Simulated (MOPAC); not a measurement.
# Excited-state calculation of C7H12OSi2 (part 3 of 4)

C7H12OSi2, SMILES C=C[SiH2]CC1=CC(=O)[SiH2]C1; INDO/S, RHF, COSMO solvent acetonitrile (MOPAC 23.2.5). The geometry was optimised with PM6-DH2.

Geometry of the input (Å):
```
C  4.2046  -0.0552  -0.5341
C  3.4136  0.2323  0.4970
Si 1.7403  -0.5152  0.8033
C  0.4683  0.5033  -0.1393
C  -0.9644  0.1367  -0.0515
C  -1.4669  -0.9097  0.6598
C  -2.9175  -1.1591  0.6438
O  -3.4024  -2.0983  1.2707
Si -3.6084  0.2613  -0.5023
C  -1.9173  1.0079  -0.8238
H  3.9582  -0.7599  -1.3230
H  5.1815  0.3977  -0.6797
H  3.7445  0.9633  1.2537
H  1.4695  -0.4613  2.2530
H  1.7288  -1.9165  0.3432
H  0.6050  1.5749  0.1713
H  0.7879  0.5161  -1.2172
H  -0.8539  -1.5895  1.2477
H  -4.5254  1.1466  0.2387
H  -4.2550  -0.2867  -1.7082
H  -1.8385  2.0764  -0.5101
H  -1.6456  1.0513  -1.9055
```

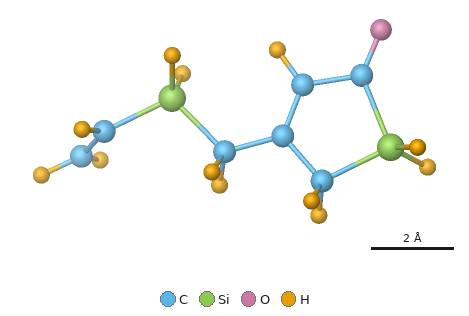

**Figure 1.** The input geometry (ball-and-stick view, seen at a tilt).

Output, continued:
```
  S  H  20   0.00844    -0.00236    -0.08761    -0.00853     0.00114     0.04418

  S  H  21   0.23259     0.48888     0.27203     0.06928     0.00806     0.00889

  S  H  22  -0.23915    -0.37222     0.41775     0.06629     0.00796     0.00975

    ROOT NO.   49          50          51          52

            10.41931    10.84450    11.23195    13.25792

  S  C   1   0.02832     0.03486     0.15474    -0.00716
 PX  C   1  -0.08006    -0.09079    -0.37589     0.01439
 PY  C   1   0.02690     0.03103     0.12584    -0.00382
 PZ  C   1   0.09990     0.11291     0.47564    -0.01786

  S  C   2  -0.05031    -0.04816    -0.17358    -0.00001
 PX  C   2  -0.02473    -0.05712    -0.35599     0.03021
 PY  C   2   0.06098     0.04369     0.12630     0.00305
 PZ  C   2   0.10732     0.11767     0.45811    -0.01384

  S Si   3  -0.04124    -0.02494    -0.03735    -0.00960
 PX Si   3   0.10051     0.01133    -0.19406     0.05025
 PY Si   3  -0.07473    -0.03554    -0.04545    -0.00603
 PZ Si   3   0.07184     0.03067     0.01706     0.01114

  S  C   4  -0.07451    -0.06747     0.02097    -0.05171
 PX  C   4   0.36353     0.28562    -0.13895     0.19225
 PY  C   4   0.07274     0.08706    -0.00969     0.05694
 PZ  C   4  -0.00551    -0.02665    -0.00778    -0.01739

  S  C   5   0.01933    -0.03617    -0.00333    -0.05161
 PX  C   5   0.48489     0.28780    -0.15278     0.20972
 PY  C   5  -0.26833     0.33640    -0.01287     0.25469
 PZ  C   5   0.26270    -0.21306    -0.01042    -0.16210

  S  C   6  -0.05955     0.14129    -0.02047     0.00868
 PX  C   6   0.04180     0.05357    -0.01070     0.34794
 PY  C   6  -0.16705     0.36684    -0.04057     0.23400
 PZ  C   6   0.13043    -0.26620     0.02884    -0.12630

  S  C   7   0.00555     0.16452    -0.04345    -0.06034
 PX  C   7   0.06249    -0.06475     0.02090     0.39454
 PY  C   7  -0.00816    -0.32447     0.09488     0.40372
 PZ  C   7   0.01446     0.23140    -0.06735    -0.24430

  S  O   8   0.00000    -0.16359     0.04806     0.21628
 PX  O   8  -0.01275    -0.11955     0.03756     0.16053
 PY  O   8   0.00106    -0.24206     0.07089     0.31753
 PZ  O   8  -0.00249     0.16201    -0.04710    -0.21208

  S Si   9   0.04120     0.03929    -0.01773    -0.01511
 PX Si   9   0.14742     0.07366    -0.04365     0.00785
 PY Si   9  -0.00511    -0.07642     0.02218     0.07412
 PZ Si   9   0.02382     0.06678    -0.02242    -0.05402

  S  C  10   0.10426    -0.02348    -0.01716    -0.02061
 PX  C  10   0.32694    -0.04858    -0.05080     0.00632
 PY  C  10  -0.31129     0.07055     0.04463     0.07073
 PZ  C  10   0.27457    -0.05889    -0.03977    -0.05152

  S  H  11   0.04196     0.04458     0.17619    -0.00503

  S  H  12   0.03820     0.04320     0.17971    -0.00689

  S  H  13  -0.05910    -0.04825    -0.14198    -0.00142

  S  H  14  -0.01508    -0.00965    -0.02445     0.00059

  S  H  15  -0.01140    -0.00572    -0.00888     0.00016

  S  H  16  -0.04796    -0.06510     0.01426    -0.03846

  S  H  17  -0.04586    -0.06248     0.01984    -0.03794

  S  H  18  -0.12998     0.15954    -0.01734     0.02116

  S  H  19   0.02971     0.01705    -0.00906    -0.00079

  S  H  20   0.02959     0.01719    -0.00909    -0.00104

  S  H  21   0.10654    -0.03187    -0.01319    -0.03221

  S  H  22   0.10719    -0.03243    -0.01323    -0.03265

 Reference determinate nber   1 is ALPHA 1 -  27
 SINGLE excitations FROM orbs  23 to  27 INTO orbs  28 to  32

 CI excitations=   26:        = 26
 The lowest   26 spin-adapted configurations of multiplicity=  1
     sym   eV   cm**-1 -dets- dipole oscilator X FRAG ....Excitations named from first reference determinate
                       tot  #  Debye  strength

   1      0.000      0.  1  1  8.5964 0.000000 0  0 (    )->(       )
   2      3.771  30413.  1  1  3.6027 0.000651 1  1 (  25)->(  28   )
   3      5.422  43729.  1  1 10.2515 0.846297 1  1 (  27)->(  28   )
   4      6.022  48571.  1  1 13.1209 0.000795 1  1 (  27)->(  29   )
   5      6.278  50633.  1  1  4.3081 0.003759 1  1 (  25)->(  32   )
   6      6.490  52347.  1  1  5.3811 0.055449 1  1 (  25)->(  29   )
   7      6.618  53382.  1  1 17.8486 0.002772 1  1 (  26)->(  30   )
   8      6.865  55370.  1  1 32.7152 0.000117 1  1 (  26)->(  28   )
   9      6.939  55965.  1  1 14.2571 0.000056 1  1 (  27)->(  30   )
  10      7.491  60421.  1  1  9.9287 0.109229 1  1 (  27)->(  32   )
  11      7.945  64082.  1  1 23.5587 0.000499 1  1 (  24)->(  28   )
  12      7.963  64223.  1  1  8.3753 0.651548 1  1 (  26)->(  31   )
  13      8.097  65307.  1  1 19.4677 0.002911 1  1 (  25)->(  30   )
  14      8.131  65582.  1  1 21.6936 0.000109 1  1 (  27)->(  31   )
  15      8.235  66416.  1  1 37.5132 0.007725 1  1 (  26)->(  29   )
  16      8.366  67480.  1  1 11.0226 0.033167 1  1 (  24)->(  31   )
  17      8.493  68498.  1  1 22.3019 0.002493 1  1 (  23)->(  28   )
  18      8.975  72385.  1  1 12.8558 0.061045 1  1 (  24)->(  30   )
  19      9.030  72835.  1  1 28.9639 0.000297 1  1 (  25)->(  31   )
  20      9.056  73045.  1  1 31.9339 0.000393 1  1 (  26)->(  32   )
  21      9.464  76336.  1  1 27.5517 0.051067 1  1 (  24)->(  29   )
  22      9.638  77735.  1  1 12.3734 0.025696 1  1 (  23)->(  31   )
  23      9.664  77945.  1  1 12.8900 0.051101 1  1 (  23)->(  30   )
  24     10.065  81177.  1  1 26.0350 0.013750 1  1 (  23)->(  29   )
  25     10.153  81887.  1  1 22.8943 0.001178 1  1 (  24)->(  32   )
  26     10.685  86178.  1  1 21.6752 0.000025 1  1 (  23)->(  32   )

 COSMO corrections to state energies
 State    Diag E (eV)   Uncorr E (eV)   Final E (eV)
     1        0.00000        0.00000        0.00000
     2        3.12120        3.27129        3.12484
     3        5.16031        5.23883        5.21069
     4        5.66545        6.00696        5.69318
     5        5.69630        6.56234        5.72288
     6        6.09600        6.48873        6.30370
     7        6.17464        6.55572        6.36700
     8        6.46614        6.94530        6.49798
     9        6.57581        6.76767        6.57996
    10        7.18129        8.13600        7.30400
    11        7.19293        7.66301        7.22107
    12        7.22222        8.13503        7.24604
    13        7.23418        8.08734        7.33548
    14        7.27339        7.63771        7.39539
    15        7.58952        7.62272        7.61026
    16        7.81444        8.93084        7.92620
    17        7.84957        7.91950        7.91660
    18        8.06689        8.95510        8.08563
    19        8.46069        8.84212        8.46907
    20        8.67300        9.18002        8.74330
    21        8.90529        9.07012        9.00184
    22        9.57849        9.72722        9.67262
    23        9.61689       10.05789        9.63476
    24       10.01176       10.45588       10.12089
    25       10.24197       10.47663       10.25416
    26       10.74408       11.12086       10.74875

 Depression of ground-state after CI=          0. cm**-1 Energy=  3900.8462392 eV
 Dipole moment=  3.446389  6.621313 -4.263634 tot=  8.596391 Debyes

  CI trans.  energy frequency wavelength oscillator--------- polarization---------  dipole  ------ components-----
 st.  symm.    eV      cm - 1       nm      strength       x          y         z       moment     x       y       z

   2      3.1248430    25204.    396.77  0.001390   0.085998  -0.576207  -0.812767  5.598721   1.444   4.512  -2.984
   3      5.2106927    42027.    237.94  0.632659  -0.725368  -0.588663   0.356815 10.823463   7.364   6.888  -3.933
   4      5.6931825    45919.    217.78  0.000697   0.261635  -0.490142  -0.831450 13.823881  13.370   3.465  -0.583
   5      5.7228753    46158.    216.65  0.000375  -0.371654  -0.787408  -0.491794 25.941675  23.255   9.753  -6.088
   6      6.3036995    50843.    196.68  0.099362  -0.357617  -0.773925   0.522638  8.306640   7.835   2.429  -1.308
   7      6.3669965    51353.    194.73  0.055777   0.250584   0.770539  -0.586069 15.098265  11.742   7.365  -5.986
   8      6.4979784    52410.    190.80  0.000036   0.684927  -0.698439   0.207506 14.712275 -12.077   6.035  -5.846
   9      6.5799631    53071.    188.43  0.001981  -0.020703  -0.689608  -0.723887  5.491079  -5.248   0.946  -1.310
  10      7.2210682    58242.    171.70  0.000699  -0.220374  -0.667230  -0.711505 20.454201  16.290  10.509  -6.524
  11      7.2460431    58443.    171.11  0.000194   0.881459  -0.441657  -0.167240 21.409462 -21.034   3.309  -2.234
  12      7.3039989    58911.    169.75  0.037106  -0.971804   0.183384   0.148211 33.229252  32.303   7.116  -3.168

 Polarizability (au  ) xx=   29.61 xy=   23.94 yy=   23.33 xz=  -15.13 yz=  -14.21 zz=    9.51
 Polarizability (A**3) xx=    4.39 xy=    3.55 yy=    3.46 xz=   -2.24 yz=   -2.11 zz=    1.41

 Major CI contributions to CI states

State    1  0.0000     CI coeff  CI percent
    Config       1   1.00000000  1.00000000
 Total coeff printed             1.00000000

State    2  3.1248     CI coeff  CI percent
    Config       2  -0.92360292  0.85304235
    Config       5   0.38085292  0.14504894
 Total coeff printed             0.99809130

State    3  5.2107     CI coeff  CI percent
    Config       3   0.92474953  0.85516170
    Config       6   0.32599512  0.10627282
    Config       7   0.07594206  0.00576720
    Config      10  -0.15019773  0.02255936
    Config      13  -0.05206136  0.00271038
    Config      21  -0.04859688  0.00236166
    Config      24   0.04304434  0.00185281
 Total coeff printed             0.99668592

State    4  5.6932     CI coeff  CI percent
    Config       4  -0.98383487  0.96793105
    Config       8   0.06269705  0.00393092
    Config       9   0.15658454  0.02451872
    Config      14   0.04814389  0.00231783
 Total coeff printed             0.99869852

State    5  5.7229     CI coeff  CI percent
    Config       4  -0.06878978  0.00473203
    Config       8  -0.92185626  0.84981897
    Config      11  -0.24652211  0.06077315
    Config      17   0.21827752  0.04764508
    Config      20  -0.16397692  0.02688843
    Config      25  -0.06871165  0.00472129
    Config      26   0.06435499  0.00414156
 Total coeff printed             0.99872052

State    6  6.3037     CI coeff  CI percent
    Config       3   0.23670368  0.05602863
    Config       6  -0.79734784  0.63576358
    Config       7   0.45448945  0.20656066
    Config      10  -0.14960503  0.02238167
    Config      13   0.18072308  0.03266083
    Config      15   0.20190858  0.04076707
    Config      19   0.05221047  0.00272593
    Config      21   0.04093295  0.00167551
 Total coeff printed             0.99856388

State    7  6.3670     CI coeff  CI percent
    Config       3  -0.19124215  0.03657356
    Config       6   0.43131232  0.18603032
    Config       7   0.81202628  0.65938669
    Config      10   0.15127344  0.02288365
    Config      13  -0.08520492  0.00725988
    Config      15   0.28337076  0.08029899
    Config      18  -0.04726334  0.00223382
    Config      23   0.04730954  0.00223819
 Total coeff printed             0.99690510

State    8  6.4980     CI coeff  CI percent
    Config       4  -0.16243576  0.02638538
    Config       9  -0.97174105  0.94428066
    Config      14  -0.16535026  0.02734071
 Total coeff printed             0.99800675

State    9  6.5800     CI coeff  CI percent
    Config       2   0.38100448  0.14516442
    Config       5   0.92301322  0.85195340
 Total coeff printed             0.99711782

State   10  7.2211     CI coeff  CI percent
    Config       8   0.35181241  0.12377197
    Config      11  -0.78267458  0.61257950
    Config      17   0.45457939  0.20664242
    Config      20  -0.07159245  0.00512548
    Config      25  -0.17695570  0.03131332
    Config      26   0.12237455  0.01497553
 Total coeff printed             0.99440822

State   11  7.2460     CI coeff  CI percent
    Config       9   0.16974933  0.02881484
    Config      14  -0.97864206  0.95774028
    Config      15  -0.04241853  0.00179933
    Config      16  -0.07606607  0.00578605
    Config      22  -0.04502333  0.00202710
 Total coeff printed             0.99616759

State   12  7.3040     CI coeff  CI percent
    Config       6   0.08365148  0.00699757
    Config       7  -0.33319784  0.11102080
    Config      10  -0.09362140  0.00876497
    Config      12   0.07301082  0.00533058
    Config      13   0.05075202  0.00257577
    Config      14  -0.04561375  0.00208061
    Config      15   0.89811150  0.80660426
    Config      21   0.17630398  0.03108309
    Config      24  -0.14806571  0.02192345
 Total coeff printed             0.99638112

 -------------------------------------------------------------------------------
 INDO EPS=35.7 N**2=1.806 1SCF MAXCI=300 C.I.=10 CIS WRTCI=12 AUX(PRECISION=6) T=10M THREADS=1
 C7H12OSi2 excited
 C=C[SiH2]CC1=CC(=O)[SiH2]C1

     1SCF WAS SPECIFIED, SO BFGS WAS NOT USED
     SCF FIELD WAS ACHIEVED

                              INDO CALCULATION
          VAN DER WAALS AREA      =        219.25 SQUARE ANGSTROMS

          DIELECTRIC ENERGY       =         -0.62903 EV
          COSMO AREA              =        219.25 SQUARE ANGSTROMS
          COSMO VOLUME            =        231.46 CUBIC ANGSTROMS

          IONIZATION POTENTIAL    =          9.226612 EV
          HOMO LUMO ENERGIES (EV) =         -9.227 -0.184
          NO. OF FILLED LEVELS    =         27
          MOLECULAR WEIGHT        =        168.3422         POINT GROUP:  C1

          MOLECULAR DIMENSIONS (Angstroms)

            Atom       Atom       Distance
            H    19    H    12     9.77901
            H    14    H    22     4.62021
            O     8    H    21     3.66323

          SCF CALCULATIONS        =          2

          WALL-CLOCK TIME         =      0.047 SECONDS
          COMPUTATION TIME        =      0.047 SECONDS

   ATOM   CHEMICAL          X               Y               Z
  NUMBER   SYMBOL      (ANGSTROMS)     (ANGSTROMS)     (ANGSTROMS)

     1       C          4.20457600  *  -0.05515200  *  -0.53414800  *
     2       C          3.41357000  *   0.23232800  *   0.49695400  *
     3      Si          1.74025700  *  -0.51515700  *   0.80329600  *
     4       C          0.46825900  *   0.50331100  *  -0.13931300  *
     5       C         -0.96437600  *   0.13665900  *  -0.05145800  *
     6       C         -1.46686400  *  -0.90967300  *   0.65978600  *
     7       C         -2.91747100  *  -1.15905700  *   0.64376300  *
     8       O         -3.40241700  *  -2.09830500  *   1.27067200  *
     9      Si         -3.60837700  *   0.26131500  *  -0.50232600  *
    10       C         -1.91733300  *   1.00785600  *  -0.82384600  *
    11       H          3.95822500  *  -0.75987000  *  -1.32303300  *
    12       H          5.18152400  *   0.39768400  *  -0.67973000  *
    13       H          3.74452000  *   0.96326500  *   1.25366300  *
    14       H          1.46946600  *  -0.46127000  *   2.25295500  *
    15       H          1.72878000  *  -1.91645500  *   0.34323400  *
    16       H          0.60502400  *   1.57493100  *   0.17126400  *
    17       H          0.78790600  *   0.51613100  *  -1.21722600  *
    18       H         -0.85389400  *  -1.58949200  *   1.24769800  *
    19       H         -4.52542000  *   1.14658000  *   0.23867100  *
    20       H         -4.25495500  *  -0.28669900  *  -1.70821900  *
    21       H         -1.83848000  *   2.07635500  *  -0.51008100  *
    22       H         -1.64555200  *   1.05125700  *  -1.90549600  *

                             CARTESIAN COORDINATES

   1    C        4.204576000    -0.055152000    -0.534148000
   2    C        3.413570000     0.232328000     0.496954000
   3   Si        1.740257000    -0.515157000     0.803296000
   4    C        0.468259000     0.503311000    -0.139313000
   5    C       -0.964376000     0.136659000    -0.051458000
   6    C       -1.466864000    -0.909673000     0.659786000
   7    C       -2.917471000    -1.159057000     0.643763000
   8    O       -3.402417000    -2.098305000     1.270672000
   9   Si       -3.608377000     0.261315000    -0.502326000
  10    C       -1.917333000     1.007856000    -0.823846000
  11    H        3.958225000    -0.759870000    -1.323033000
  12    H        5.181524000     0.397684000    -0.679730000
  13    H        3.744520000     0.963265000     1.253663000
  14    H        1.469466000    -0.461270000     2.252955000
  15    H        1.728780000    -1.916455000     0.343234000
  16    H        0.605024000     1.574931000     0.171264000
  17    H        0.787906000     0.516131000    -1.217226000
  18    H       -0.853894000    -1.589492000     1.247698000
  19    H       -4.525420000     1.146580000     0.238671000
  20    H       -4.254955000    -0.286699000    -1.708219000
  21    H       -1.838480000     2.076355000    -0.510081000
  22    H       -1.645552000     1.051257000    -1.905496000

           Empirical Formula: C7 H12 O Si2  =    22 atoms

      MOLECULAR POINT GROUP   :   C1

                  EIGENVALUES
 -42.98919 -40.37981 -35.32098 -32.38600 -30.47450 -24.68537 -22.92393 -22.02453
 -21.03964 -19.94368 -18.35270 -17.73734 -17.67998 -16.12113 -15.85738 -15.25642
 -14.40004 -14.22737 -13.83187 -12.97766 -12.76503 -12.61529 -12.15881 -11.44029
  -9.60073  -9.54968  -9.22661  -0.18420   0.78687   1.17454   1.51237   2.04750
   2.51027   3.44969   3.48581   3.72207   4.03196   4.06747   4.26181   5.00197
   5.74276   6.47594   6.65336   6.81121   6.85440   7.13584   7.73110   8.55410
  10.41931  10.84450  11.23195  13.25792

              NET ATOMIC CHARGES AND DIPOLE CONTRIBUTIONS

  ATOM NO.   TYPE          CHARGE      No. of ELECS.   s-Pop       p-Pop
    1          C          -0.072751        4.0728     1.10527     2.96748
    2          C          -0.074996        4.0750     1.12503     2.94996
    3         Si           0.259822        3.7402     1.14173     2.59845
    4          C          -0.037270        4.0373     1.06330     2.97397
    5          C           0.126500        3.8735     1.08758     2.78592
    6          C          -0.104814        4.1048     1.08446     3.02035
    7          C           0.259513        3.7405     1.15012     2.59037
    8          O          -0.641140        6.6411     1.82008     4.82106
    9         Si           0.286840        3.7132     1.15905     2.55411
   10          C          -0.040650        4.0407     1.06521     2.97544
   11          H           0.021276        0.9787     0.97872
   12          H           0.012676        0.9873     0.98732
   13          H           0.022486        0.9775     0.97751
   14          H          -0.060200        1.0602     1.06020
   15          H          -0.055395        1.0554     1.05539
   16          H           0.026813        0.9732     0.97319
   17          H           0.026730        0.9733     0.97327
   18          H           0.022867        0.9771     0.97713
   19          H          -0.023222        1.0232     1.02322
   20          H          -0.023005        1.0230     1.02301
   21          H           0.034150        0.9659     0.96585
   22          H           0.033770        0.9662     0.96623
 DIPOLE           X         Y         Z       TOTAL
 POINT-CHG.     2.517     6.127    -3.982     7.729
 HYBRID         0.930     0.495    -0.282     1.091
 SUM            3.447     6.623    -4.264     8.598

          ATOMIC ORBITAL ELECTRON POPULATIONS

     Atom    s        px        py        pz
    1  C   1.10527   0.97521   1.00325   0.98902
    2  C   1.12503   1.00318   0.97167   0.97511
    3 Si   1.14173   0.86835   0.86631   0.86379
    4  C   1.06330   0.97249   1.00112   1.00036
    5  C   1.08758   0.99496   0.93219   0.85878
    6  C   1.08446   0.93407   1.01313   1.07316
    7  C   1.15012   1.02952   0.82407   0.73677
    8  O   1.82008   1.87302   1.42267   1.52537
    9 Si   1.15905   0.85877   0.84298   0.85236
   10  C   1.06521   1.02019   0.97196   0.98329
   11  H   0.97872
   12  H   0.98732
   13  H   0.97751
   14  H   1.06020
   15  H   1.05539
   16  H   0.97319
   17  H   0.97327
   18  H   0.97713
   19  H   1.02322
   20  H   1.02301
   21  H   0.96585
   22  H   0.96623

 *                    *
 * JOB ENDED NORMALLY *
 *                    *

 TOTAL JOB TIME:             0.05 SECONDS

 == MOPAC DONE ==
```
